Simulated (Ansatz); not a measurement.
**Cl2H2NSSi radical: one molecule under many settings**

Aim: run Cl2H2NSSi radical under a spread of inputs, and see what each costs and gives.

Program: Ansatz 0.2.0, Gaussian basis. Level of theory: the settings change from run to run. These are calculated values, not measurements.

### Step 1. The geometry

The geometry comes from an earlier relaxation with PBE0-D4 in a triple-zeta def2 set; it is a stationary point, not always the lowest conformer.

SMILES `N[Si]([S])(Cl)Cl`, 7 atoms, charge 0, spin multiplicity 2.

Atoms are counted from 1 here; the program's logs count them from 0.

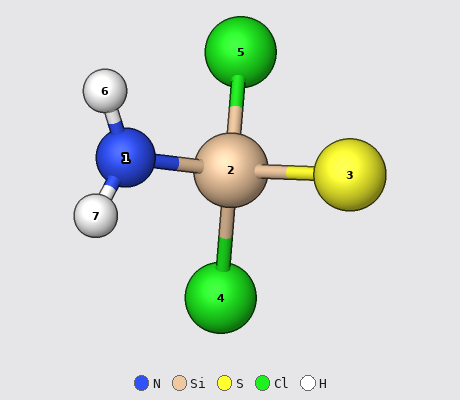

The structure; nitrogen blue, silicon light orange, sulfur yellow, chlorine green, hydrogen white; atoms are numbered from 1 in the order of the file.

As a file:

```xyz
7
charge 0, multiplicity 2
N    -0.1308    1.0242    0.3220
Si    0.0625   -0.5591   -0.2617
S     0.6657   -1.7228    1.3638
Cl   -1.7096   -1.1964   -1.0421
Cl    1.4544   -0.5354   -1.7510
H     0.6603    1.6304    0.4662
H    -0.9412    1.2912    0.8571
```

### Step 2. PBE-QIDH/def2-SVPD

The input, in.yaml:

```yaml
crystal:
  periodic: [false, false, false]
  atoms:
    - {symbol: N, position_ang: [-0.130849, 1.024164, 0.322038]}
    - {symbol: Si, position_ang: [0.062546, -0.559099, -0.261732]}
    - {symbol: S, position_ang: [0.665672, -1.722834, 1.363801]}
    - {symbol: Cl, position_ang: [-1.709602, -1.196382, -1.042108]}
    - {symbol: Cl, position_ang: [1.454431, -0.535401, -1.750953]}
    - {symbol: H, position_ang: [0.660268, 1.630381, 0.466152]}
    - {symbol: H, position_ang: [-0.941165, 1.291171, 0.857103]}
basis:
  gaussian: {orbitals: def2-SVPD}
magnetization: {spin_polarized: true, initial_magnetization: 1}
hamiltonian: {xc: {name: PBE-QIDH}}
```

Run with:

```bash
> ansatz run in.yaml --threads 4 --pin off --events-out ev --progress --plain --max-ram 10444MiB
```

What it wrote:

```text
Functional definition: PBE-QIDH
  name "PBE-QIDH"
  cite "Brémond, Sancho-García, Pérez-Jiménez & Adamo, J. Chem. Phys. 141, 031101 (2014) doi:10.1063/1.4890314"
  cite "Perdew, Burke & Ernzerhof, Phys. Rev. Lett. 77, 3865 (1996) doi:10.1103/PhysRevLett.77.3865"
  parameter a = 3^(-1/3)
  parameter c = 1/3
  exchange = (1 - a)*pbe_x + a*exact_x
  correlation = (1 - c)*pbe_c + c*(mp2_os + mp2_ss)
1317 factors; integrals over basis functions are off by at most 1.1e-3 eV
mean field evaluation 1: about -45232.5910 eV, gradient 2.4e1 eV
mean field evaluation 2: about -45232.6035 eV, gradient 2.4e1 eV
mean field evaluation 4: about -45235.1584 eV, gradient 2.6e0 eV
mean field evaluation 8: about -45235.2187 eV, gradient 1.8e-1 eV
mean field evaluation 16: about -45235.2196 eV, gradient 3.2e-3 eV
mean field evaluation 32: about -45235.2196 eV, gradient 9.1e-6 eV
mean field -45235.21961059 eV, -1662.3636591562 hartree, gradient 9.2e-6 eV, S^2 0.757895; 2 other end points of the search recorded, 0 dependent functions left out
21 core orbitals not correlated: weight in the atoms' cores, before any rotation towards them, 1.000 or more for the frozen orbitals, at most 0.000 for the correlated occupied ones
reference -45235.21962718 eV, -1662.3636597658 hartree; 16, 15 occupied and 104, 105 virtual orbitals, 1317 factors
second order -20.90665367 eV of doubles, -0.00000000 eV of singles
Total energy: -45242.18851174 eV, -1662.6197615496 hartree
```

Run time: 9.5 s. Hardware: 4 threads of Arm Neoverse V2, shared host; peak memory 0.56 GiB.

⟨S²⟩ 0.758.

### Step 3. wPBEh/def2-TZVPP

Set apart from the defaults: a grid of angular degree 11, high accuracy.

in.yaml, as its differences from that of step 2:

```diff
@@ -11,4 +11,5 @@
 basis:
-  gaussian: {orbitals: def2-SVPD}
+  gaussian: {orbitals: def2-TZVPP, final_grid: {core_spheres: 5, valence_spheres: 4, degree: 11}}
 magnetization: {spin_polarized: true, initial_magnetization: 1}
-hamiltonian: {xc: {name: PBE-QIDH}}
+hamiltonian: {xc: {name: wPBEh}}
+accuracy: high
```

Same command.

What it wrote (excerpt; [...] marks lines left out):

```text
Functional definition: wPBEh
  name "wPBEh"
  cite "Heyd, Scuseria & Ernzerhof, J. Chem. Phys. 118, 8207 (2003) doi:10.1063/1.1564060"
  cite "Krukau, Vydrov, Izmaylov & Scuseria, J. Chem. Phys. 125, 224106 (2006) doi:10.1063/1.2404663"
  cite "Heyd & Scuseria, J. Chem. Phys. 120, 7274 (2004) doi:10.1063/1.1668634"
  cite "Ernzerhof & Perdew, J. Chem. Phys. 109, 3313 (1998) doi:10.1063/1.476928"
  cite "Perdew, Burke & Ernzerhof, Phys. Rev. Lett. 77, 3865 (1996) doi:10.1103/PhysRevLett.77.3865"
  parent pbe
[...]
3637 factors; integrals over basis functions are off by at most 5.7e-8 eV
116 factors; integrals over basis functions are off by at most 1.3e-9 eV
[...]
mean field -45271.65888474 eV, -1663.7027777818 hartree, gradient 1.8e-8 eV, S^2 0.755970; 2 other end points of the search recorded, 0 dependent functions left out
reference -45271.65888757 eV, -1663.7027778858 hartree; 37, 36 occupied and 190, 191 virtual orbitals, 3637 factors
Total energy: -45271.65888757 eV, -1663.7027778858 hartree
```

It took 24 s on 4 threads of Arm Neoverse V2, shared host; peak memory 1.8 GiB.

⟨S²⟩ 0.756.

### Step 4. RPBE/6-31G

This run has density fitting with cc-pVTZ-jkfit, D4 dispersion.

in.yaml, as its differences from that of step 3:

```diff
@@ -11,5 +11,4 @@
 basis:
-  gaussian: {orbitals: def2-TZVPP, final_grid: {core_spheres: 5, valence_spheres: 4, degree: 11}}
+  gaussian: {orbitals: 6-31G, fitting: {mean_field: cc-pVTZ-jkfit}}
 magnetization: {spin_polarized: true, initial_magnetization: 1}
-hamiltonian: {xc: {name: wPBEh}}
-accuracy: high
+hamiltonian: {xc: {name: RPBE}, dispersion: d4}
```

Launched as before.

What it wrote:

```text
Functional definition: RPBE
  name "RPBE"
  cite "Hammer, Hansen & Nørskov, Phys. Rev. B 59, 7413 (1999) doi:10.1103/PhysRevB.59.7413"
  cite "Perdew, Burke & Ernzerhof, Phys. Rev. Lett. 77, 3865 (1996) doi:10.1103/PhysRevLett.77.3865"
  parameter kappa = 0.804
  parameter beta = 0.06672455060314922
  exchange = rpbe_x(kappa = kappa, mu = beta*pi^2/3)
  correlation = pbe_c(beta = beta)
623 factors; integrals over basis functions are off by at most 2.4e-3 eV
mean field evaluation 1: about -45266.0802 eV, gradient 4.3e1 eV
mean field evaluation 2: about -45218.9446 eV, gradient 8.6e1 eV
mean field evaluation 4: about -45273.7618 eV, gradient 6.9e0 eV
mean field evaluation 8: about -45274.1385 eV, gradient 1.3e-1 eV
mean field evaluation 16: about -45274.1406 eV, gradient 2.4e-4 eV
mean field evaluation 32: about -45273.5447 eV, gradient 3.3e0 eV
mean field -45274.14058316 eV, -1663.7939785164 hartree, gradient 5.5e-6 eV, S^2 0.751905; 4 other end points of the search recorded, 0 dependent functions left out
reference -45274.14061665 eV, -1663.7939797472 hartree; 37, 36 occupied and 28, 29 virtual orbitals, 623 factors
Total energy: -45275.00221129 eV, -1663.8256427661 hartree
```

Wall time 1.6 s (4 threads of Arm Neoverse V2, shared host).

⟨S²⟩ 0.752.

### Step 5. RPBE/cc-pVTZ-DK

Set apart from the defaults: D4 dispersion.

in.yaml, as its differences from that of step 4:

```diff
@@ -11,4 +11,5 @@
 basis:
-  gaussian: {orbitals: 6-31G, fitting: {mean_field: cc-pVTZ-jkfit}}
+  gaussian: {orbitals: cc-pVTZ-DK}
 magnetization: {spin_polarized: true, initial_magnetization: 1}
 hamiltonian: {xc: {name: RPBE}, dispersion: d4}
+output: {forces: true}
```

Launched as before.

What it wrote (excerpt; [...] marks lines left out):

```text
Functional definition: RPBE
  name "RPBE"
  cite "Hammer, Hansen & Nørskov, Phys. Rev. B 59, 7413 (1999) doi:10.1103/PhysRevB.59.7413"
  cite "Perdew, Burke & Ernzerhof, Phys. Rev. Lett. 77, 3865 (1996) doi:10.1103/PhysRevLett.77.3865"
[...]
1393 factors; their error is unknown
[...]
mean field -45407.21890381 eV, -1668.6845165965 hartree, gradient 8.0e-6 eV, S^2 0.753994; 4 other end points of the search recorded, 0 dependent functions left out
[...]
reference -45407.21894208 eV, -1668.6845180029 hartree; 37, 36 occupied and 157, 158 virtual orbitals, 1393 factors
Total energy: -45408.08053671 eV, -1668.7161810218 hartree
Relativity: scalar
Atom 0 at    -0.130849     1.024164     0.322038 Å, force    -0.110886     0.549573     0.037364 eV/Å
Atom 1 at     0.062546    -0.559099    -0.261732 Å, force     0.205058    -0.766174     0.200962 eV/Å
Atom 2 at     0.665672    -1.722834     1.363801 Å, force     0.054691    -0.047247     0.209381 eV/Å
Atom 3 at    -1.709602    -1.196382    -1.042108 Å, force    -0.552362    -0.127495    -0.255600 eV/Å
Atom 4 at     1.454431    -0.535401    -1.750953 Å, force     0.402385     0.071053    -0.472544 eV/Å
Atom 5 at     0.660268     1.630381     0.466152 Å, force     0.258695     0.214543     0.076977 eV/Å
Atom 6 at    -0.941165     1.291171     0.857103 Å, force    -0.257581     0.105747     0.203459 eV/Å
Dipole moment:    -0.069512     0.556976     0.199477 e Å
```

Wall time 7 s (4 threads of Arm Neoverse V2, shared host); peak memory 0.37 GiB.

Largest force 0.818 eV/Å, dipole 2.86 D, ⟨S²⟩ 0.754.

### Step 6. r2SCAN/6-31G

Set apart from the defaults: restricted open-shell orbitals, D3(BJ) with three-body dispersion.

in.yaml, as its differences from that of step 5:

```diff
@@ -11,5 +11,5 @@
 basis:
-  gaussian: {orbitals: cc-pVTZ-DK}
-magnetization: {spin_polarized: true, initial_magnetization: 1}
-hamiltonian: {xc: {name: RPBE}, dispersion: d4}
+  gaussian: {orbitals: 6-31G}
+magnetization: {spin_polarized: false, initial_magnetization: 1}
+hamiltonian: {xc: {name: r2SCAN}, dispersion: d3bjatm}
 output: {forces: true}
```

The command is unchanged.

What it wrote (excerpt; [...] marks lines left out):

```text
Functional definition: r2SCAN
  name "r2SCAN"
  cite "Furness, Kaplan, Ning, Perdew & Sun, J. Phys. Chem. Lett. 11, 8208 (2020) doi:10.1021/acs.jpclett.0c02405"
  cite "Furness, Kaplan, Ning, Perdew & Sun, J. Phys. Chem. Lett. 11, 9248 (2020) doi:10.1021/acs.jpclett.0c03077"
  parent r2scan
[...]
756 factors; integrals over basis functions are off by at most 2.1e-4 eV
[...]
mean field -45274.66517763 eV, -1663.8132570076 hartree, gradient 1.5e-5 eV, S^2 0.750000; 5 other end points of the search recorded, 0 dependent functions left out
[...]
reference -45274.66518772 eV, -1663.8132573785 hartree; 37, 36 occupied and 28, 29 virtual orbitals, 756 factors
Total energy: -45274.73728670 eV, -1663.8159069671 hartree
Atom 0 at    -0.130849     1.024164     0.322038 Å, force    -0.059560     1.245116     0.847134 eV/Å
Atom 1 at     0.062546    -0.559099    -0.261732 Å, force     0.183302    -0.171582     0.675619 eV/Å
Atom 2 at     0.665672    -1.722834     1.363801 Å, force     0.535040    -0.947275     1.527749 eV/Å
Atom 3 at    -1.709602    -1.196382    -1.042108 Å, force    -2.314138    -0.706958    -1.007317 eV/Å
Atom 4 at     1.454431    -0.535401    -1.750953 Å, force     1.774675     0.147209    -1.924319 eV/Å
Atom 5 at     0.660268     1.630381     0.466152 Å, force     0.193421     0.271134    -0.121598 eV/Å
Atom 6 at    -0.941165     1.291171     0.857103 Å, force    -0.312740     0.162356     0.002732 eV/Å
Dipole moment:    -0.046899     0.632011     0.366808 e Å
```

Run time: 5.5 s. Hardware: 4 threads of Arm Neoverse V2, shared host.

Largest force 2.622 eV/Å, dipole 3.52 D.

### Step 7. r2SCANh/def2-TZVPD

Set apart from the defaults: atoms shaken by 0.08 Å, finite nuclei.

The input, in.yaml:

```yaml
crystal:
  periodic: [false, false, false]
  atoms:
    - {symbol: N, position_ang: [-0.296356, 0.960347, 0.334727]}
    - {symbol: Si, position_ang: [0.045668, -0.635275, -0.160262]}
    - {symbol: S, position_ang: [0.590534, -1.744936, 1.343813]}
    - {symbol: Cl, position_ang: [-1.551178, -1.221145, -1.017224]}
    - {symbol: Cl, position_ang: [1.543854, -0.680629, -1.863556]}
    - {symbol: H, position_ang: [0.553410, 1.600725, 0.341036]}
    - {symbol: H, position_ang: [-0.848901, 1.344078, 0.878553]}
basis:
  gaussian: {orbitals: def2-TZVPD, nuclear_model: gaussian}
magnetization: {spin_polarized: true, initial_magnetization: 1}
hamiltonian: {xc: {name: r2SCANh}}
```

Launched as before.

What it wrote (excerpt; [...] marks lines left out):

```text
Functional definition: r2SCANh
  name "r2SCANh"
  cite "Bursch, Neugebauer, Ehlert & Grimme, J. Chem. Phys. 156, 134105 (2022) doi:10.1063/5.0086040"
  cite "Furness, Kaplan, Ning, Perdew & Sun, J. Phys. Chem. Lett. 11, 8208 (2020) doi:10.1021/acs.jpclett.0c02405"
  cite "Furness, Kaplan, Ning, Perdew & Sun, J. Phys. Chem. Lett. 11, 9248 (2020) doi:10.1021/acs.jpclett.0c03077"
  parent r2scan
[...]
1409 factors; their error is unknown
[...]
mean field -45280.97965919 eV, -1664.0453099249 hartree, gradient 2.0e-5 eV, S^2 0.759224; 3 other end points of the search recorded, 0 dependent functions left out
reference -45280.97968879 eV, -1664.0453110126 hartree; 37, 36 occupied and 199, 200 virtual orbitals, 1409 factors
Total energy: -45280.97968879 eV, -1664.0453110126 hartree
```

Wall time 43 s (4 threads of Arm Neoverse V2, shared host); peak memory 1.5 GiB.

⟨S²⟩ 0.759.

### Step 8. PBE/cc-pVTZ

The input, in.yaml:

```yaml
crystal:
  periodic: [false, false, false]
  atoms:
    - {symbol: N, position_ang: [-0.130849, 1.024164, 0.322038]}
    - {symbol: Si, position_ang: [0.062546, -0.559099, -0.261732]}
    - {symbol: S, position_ang: [0.665672, -1.722834, 1.363801]}
    - {symbol: Cl, position_ang: [-1.709602, -1.196382, -1.042108]}
    - {symbol: Cl, position_ang: [1.454431, -0.535401, -1.750953]}
    - {symbol: H, position_ang: [0.660268, 1.630381, 0.466152]}
    - {symbol: H, position_ang: [-0.941165, 1.291171, 0.857103]}
basis:
  gaussian: {orbitals: cc-pVTZ}
magnetization: {spin_polarized: true, initial_magnetization: 1}
hamiltonian: {xc: {name: PBE}}
```

The command is unchanged.

What it wrote:

```text
Functional definition: PBE
  name "PBE"
  cite "Perdew, Burke & Ernzerhof, Phys. Rev. Lett. 77, 3865 (1996) doi:10.1103/PhysRevLett.77.3865"
  parent pbe
  parameter kappa = 0.804
  parameter beta = 0.06672455060314922
  exchange = pbe_x(kappa = kappa, mu = beta*pi^2/3)
  correlation = pbe_c(beta = beta)
1384 factors; their error is unknown
mean field evaluation 1: about -45256.4800 eV, gradient 5.0e1 eV
mean field evaluation 2: about -45198.1082 eV, gradient 9.7e1 eV
mean field evaluation 4: about -45265.7194 eV, gradient 9.8e0 eV
mean field evaluation 8: about -45266.3112 eV, gradient 5.9e-1 eV
mean field evaluation 16: about -45266.2599 eV, gradient 1.9e-2 eV
mean field evaluation 32: about -45265.9663 eV, gradient 4.5e0 eV
mean field -45266.25994999 eV, -1663.5043705890 hartree, gradient 5.5e-6 eV, S^2 0.753564; 4 other end points of the search recorded, 0 dependent functions left out
reference -45266.25998838 eV, -1663.5043719999 hartree; 37, 36 occupied and 157, 158 virtual orbitals, 1384 factors
Total energy: -45266.25998838 eV, -1663.5043719999 hartree
```

Run time: 6 s. Hardware: 4 threads of Arm Neoverse V2, shared host; peak memory 0.36 GiB.

⟨S²⟩ 0.754.

### Step 9. B3LYP/cc-pVTZ-DK

Set apart from the defaults: relativity set to scalar.

in.yaml, as its differences from that of step 8:

```diff
@@ -11,4 +11,5 @@
 basis:
-  gaussian: {orbitals: cc-pVTZ}
+  gaussian: {orbitals: cc-pVTZ-DK}
 magnetization: {spin_polarized: true, initial_magnetization: 1}
-hamiltonian: {xc: {name: PBE}}
+hamiltonian: {xc: {name: B3LYP}, pseudopotentials: {relativity: scalar}}
+output: {forces: true}
```

Same command.

What it wrote (excerpt; [...] marks lines left out):

```text
Functional definition: B3LYP
  name "B3LYP"
  cite "Stephens, Devlin, Chabalowski & Frisch, J. Phys. Chem. 98, 11623 (1994) doi:10.1021/j100096a001"
  cite "Becke, Phys. Rev. A 38, 3098 (1988) doi:10.1103/PhysRevA.38.3098"
  cite "Lee, Yang & Parr, Phys. Rev. B 37, 785 (1988) doi:10.1103/PhysRevB.37.785"
  cite "Vosko, Wilk & Nusair, Can. J. Phys. 58, 1200 (1980) doi:10.1139/p80-159"
[...]
1449 factors; their error is unknown
[...]
mean field -45412.93227238 eV, -1668.8944790190 hartree, gradient 2.9e-6 eV, S^2 0.754665; 2 other end points of the search recorded, 0 dependent functions left out
[...]
reference -45412.93254262 eV, -1668.8944889500 hartree; 37, 36 occupied and 157, 158 virtual orbitals, 1449 factors
Total energy: -45412.93254262 eV, -1668.8944889500 hartree
Relativity: scalar
Atom 0 at    -0.130849     1.024164     0.322038 Å, force    -0.050766     0.342588     0.105173 eV/Å
Atom 1 at     0.062546    -0.559099    -0.261732 Å, force     0.059739    -0.120842     0.142537 eV/Å
Atom 2 at     0.665672    -1.722834     1.363801 Å, force     0.098696    -0.183873     0.281745 eV/Å
Atom 3 at    -1.709602    -1.196382    -1.042108 Å, force    -0.436713    -0.134617    -0.196432 eV/Å
Atom 4 at     1.454431    -0.535401    -1.750953 Å, force     0.333787     0.025245    -0.372595 eV/Å
Atom 5 at     0.660268     1.630381     0.466152 Å, force    -0.002227     0.035390     0.019179 eV/Å
Atom 6 at    -0.941165     1.291171     0.857103 Å, force    -0.002515     0.036109     0.020394 eV/Å
Dipole moment:    -0.045155     0.484156     0.240459 e Å
```

Wall time 17 s (4 threads of Arm Neoverse V2, shared host); peak memory 1.2 GiB.

Largest force 0.501 eV/Å, dipole 2.61 D, ⟨S²⟩ 0.755.

### Step 10. HF/def2-mTZVP

Set apart from the defaults: multiplicity 4, density fitting with cc-pVTZ-jkfit, the search for lower states set to light.

in.yaml, as its differences from that of step 9:

```diff
@@ -11,5 +11,6 @@
 basis:
-  gaussian: {orbitals: cc-pVTZ-DK}
-magnetization: {spin_polarized: true, initial_magnetization: 1}
-hamiltonian: {xc: {name: B3LYP}, pseudopotentials: {relativity: scalar}}
+  gaussian: {orbitals: def2-mTZVP, fitting: {mean_field: cc-pVTZ-jkfit}}
+magnetization: {spin_polarized: true, initial_magnetization: 3}
+hamiltonian: {xc: {name: HF}}
+scf: {lower_state_search: light}
 output: {forces: true}
```

Same command.

What it wrote (excerpt; [...] marks lines left out):

```text
Functional definition: HF
  name "HF"
  cite "Fock, Z. Phys. 61, 126 (1930) doi:10.1007/BF01340294"
  parent pbe
[...]
623 factors; integrals over basis functions are off by at most 1.6e-1 eV
[...]
mean field -45199.12498802 eV, -1661.0372062424 hartree, gradient 4.8e-6 eV, S^2 3.769138; 5 other end points of the search recorded, 0 dependent functions left out
[...]
reference -45199.12498802 eV, -1661.0372062424 hartree; 38, 35 occupied and 75, 78 virtual orbitals, 623 factors
Total energy: -45199.12498802 eV, -1661.0372062424 hartree
Atom 0 at    -0.130849     1.024164     0.322038 Å, force    -0.131462     0.445875    -0.135213 eV/Å
Atom 1 at     0.062546    -0.559099    -0.261732 Å, force     0.077248    -2.536853    -1.845047 eV/Å
Atom 2 at     0.665672    -1.722834     1.363801 Å, force     0.198048    -0.470811     0.373513 eV/Å
Atom 3 at    -1.709602    -1.196382    -1.042108 Å, force     0.025263    -0.128627     0.037387 eV/Å
Atom 4 at     1.454431    -0.535401    -1.750953 Å, force     0.046397    -0.137089     0.047425 eV/Å
Atom 5 at     0.660268     1.630381     0.466152 Å, force     1.910731     1.852624     0.277676 eV/Å
Atom 6 at    -0.941165     1.291171     0.857103 Å, force    -2.126225     0.974881     1.244259 eV/Å
Dipole moment:     0.063508    -0.378285    -0.083929 e Å
```

Wall time 12 s (4 threads of Arm Neoverse V2, shared host); peak memory 0.26 GiB.

Largest force 3.138 eV/Å, dipole 1.89 D, ⟨S²⟩ 3.769.

### Step 11. All runs side by side

```
             level  charge  multiplicity  geometry  functions  energy (eV)   time
PBE-QIDH/def2-SVPD       0             2   relaxed        141   -45242.189  9.5 s
  wPBEh/def2-TZVPP       0             2   relaxed        227   -45271.659   24 s
        RPBE/6-31G       0             2   relaxed         65   -45275.002  1.6 s
   RPBE/cc-pVTZ-DK       0             2   relaxed        194   -45408.081    7 s
      r2SCAN/6-31G       0             2   relaxed         65   -45274.737  5.5 s
r2SCANh/def2-TZVPD       0             2    shaken        236   -45280.980   43 s
       PBE/cc-pVTZ       0             2   relaxed        194   -45266.260    6 s
  B3LYP/cc-pVTZ-DK       0             2   relaxed        194   -45412.933   17 s
     HF/def2-mTZVP       0             4   relaxed        113   -45199.125   12 s
```

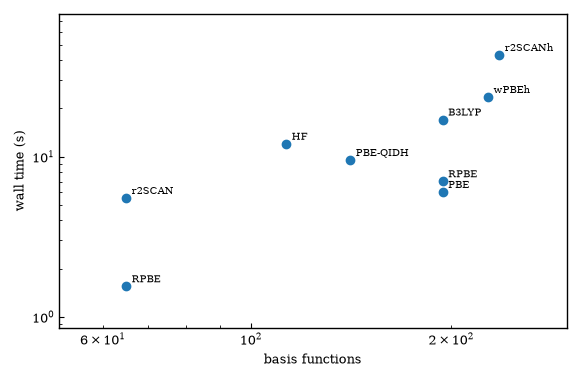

Wall time against the number of basis functions (shared host).

### Step 12. What came out

| quantity | value |
| --- | --- |
| runs | 9 |
| quickest | RPBE/6-31G, 1.6 s |
| slowest | r2SCANh/def2-TZVPD, 43 s |
| spread of total energies, same state and geometry | 170.7 eV |
| dipole, same state and geometry | 2.61 to 3.52 D |

In words: r2SCANh/def2-TZVPD took 28 times as long as RPBE/6-31G. The jobs differ in tasks and options as well as level. The totals spread over 171 eV; they can't be compared across methods or bases. Some of these runs are scalar-relativistic and others not, which shifts the totals of all-electron atoms past neon by several eV an atom and more; core potentials, where a basis has them, take the core out of the total altogether. At the PBE0-D4/def2-TZVP geometry and in the same state, the sound runs without point charges leave forces up to 2.62 eV/Å (r2SCAN/6-31G). At that geometry and state the dipole changes by 35 % between the lowest and highest value.
